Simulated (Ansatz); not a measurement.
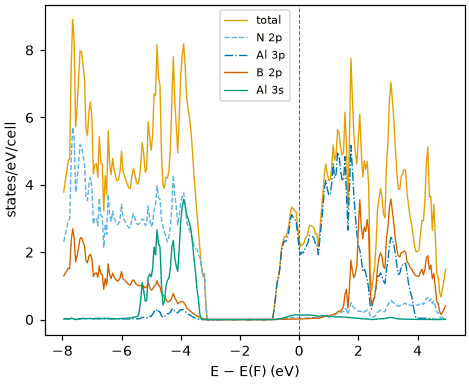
Figure: Total and projected density of states of AlB3N3 in space group Amm2 (No. 38; Pearson symbol oS28), DFT-r²SCAN in the program Ansatz with PAW potentials

Which orbitals carry the states next to the Fermi level?

Within 0.5 eV of the Fermi level: Al 3p 91 %. Projections are on Löwdin-orthogonalised atomic valence shells; empty p or d shells of many metals are not among them.

Where is the tallest occupied peak in this window, and what makes it?

Near -7.6 eV, about 8.9 states/eV per cell; the largest projected share is N 2p.

The start of the workflow was typed in or built on a structure type; neither database checked (COD, Materials Project) lists it. Its standing as an ambient phase is unchecked. Symmetry was held in the r²SCAN relaxation; whether a distortion lowers the energy is not shown. The volume moved by 105 % from the start of the relaxation.

Potentials: the earlier of the program's two PAW sets.
